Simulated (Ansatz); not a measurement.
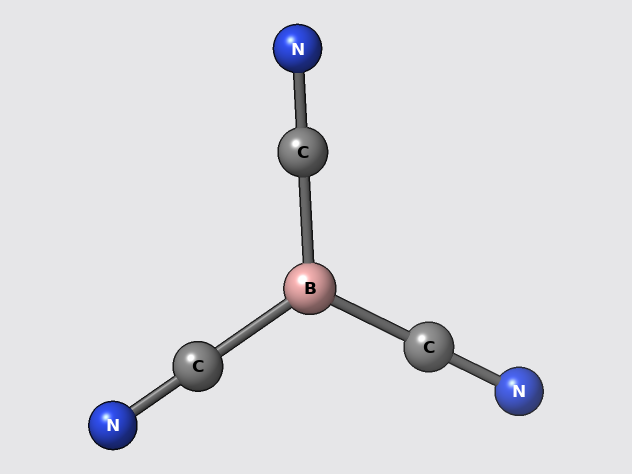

Ball-and-stick drawing of a structure. Every bond is drawn as one stick, whatever its order.

Computed geometry: PBE0-D4/def2-TZVP optimisation.

Which formula does it have?

C₃BN₃, 7 atoms: 3 carbon, 1 boron and 3 nitrogen.

Name functional groups in it.

Among them: nitrile.

How many sets of symmetry-equivalent atoms are there?

3: 3 N, 3 C, 1 B.

What is its SMILES?

N#CB(C#N)C#N

The parts below concern this one geometry. Atoms keep their numbers from picture to picture.

## Electronic properties

Method: RKS ωB97M-V/def2-TZVPP (Ansatz 0.2.0).

What is the HOMO–LUMO gap?

10.18 eV.

Give the HOMO energy (Kohn–Sham orbital) at this level.

−13.38 eV.

## Vibrations

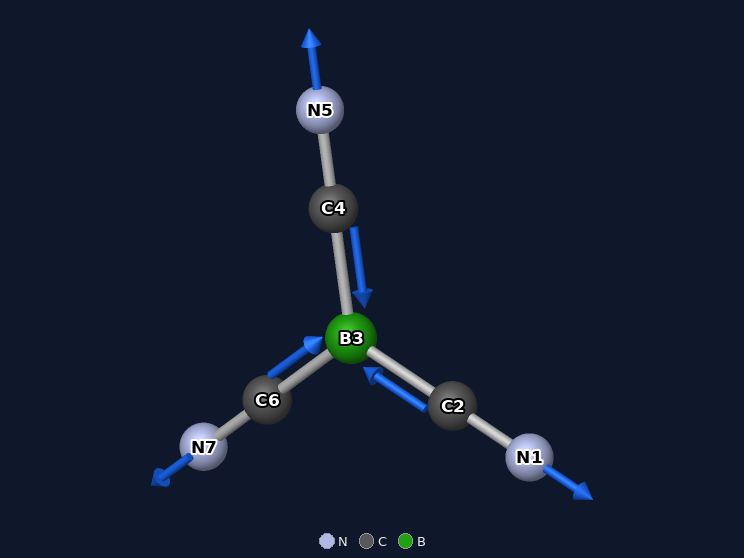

The arrows show one normal mode. Harmonic vibrations computed with RKS PBE0-D4/def2-TZVP (Ansatz 0.2.0) at a stationary point of the same level.

What kind of motion is it?

Mostly in-phase stretching of 3 C–N bonds.

At what wavenumber does it lie?

2344 cm⁻¹; it is mode 13 of 15 counted from the lowest.

## Thermal motion

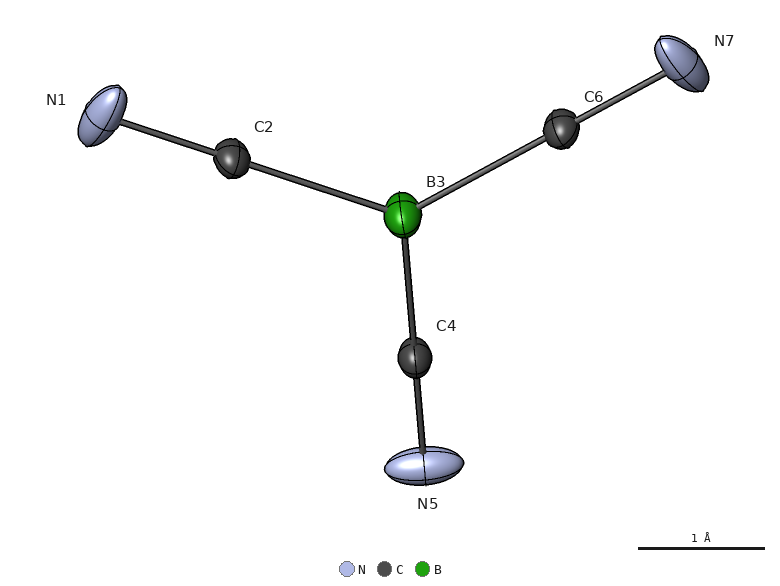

Displacement ellipsoids at the 50 % level, enlarged 1.5 times, from the internal vibrations of the free molecule (harmonic, no overall translation or rotation; no half-axis is drawn under 0.075 Å). Vibrations computed with RKS PBE0-D4/def2-TZVP (Ansatz 0.2.0). Temperature: 298 K.

Which atom has the largest mean-square displacement?

N1, N5, N7, with U_eq = 0.0093 Å².

List U_eq and the three principal root-mean-square amplitudes for each kind of atom.

```csv
atom,U_eq (Å²),rms amplitudes (Å)
"N1, N5, N7",0.0093,"0.064, 0.073, 0.136"
"C2, C4, C6",0.0048,"0.058, 0.064, 0.084"
B3,0.0060,"0.065, 0.065, 0.098"
```

## Charges

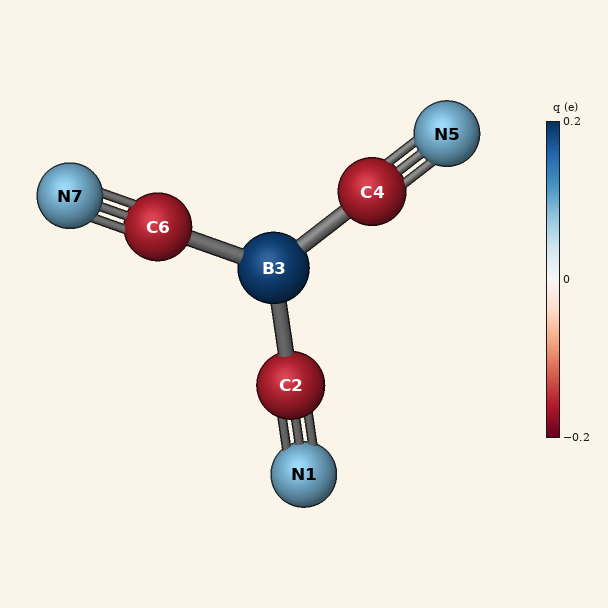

Atoms are coloured by their Mulliken charges. Level of theory: RKS PBE-D4/def2-TZVPP (Ansatz 0.2.0).

List the Mulliken charges.

```csv
atom,value (e)
N1,0.09
C2,−0.16
B3,0.19
C4,−0.16
N5,0.09
C6,−0.16
N7,0.09
```

Mulliken values depend strongly on the basis set and can even reverse the polarity of a bond.
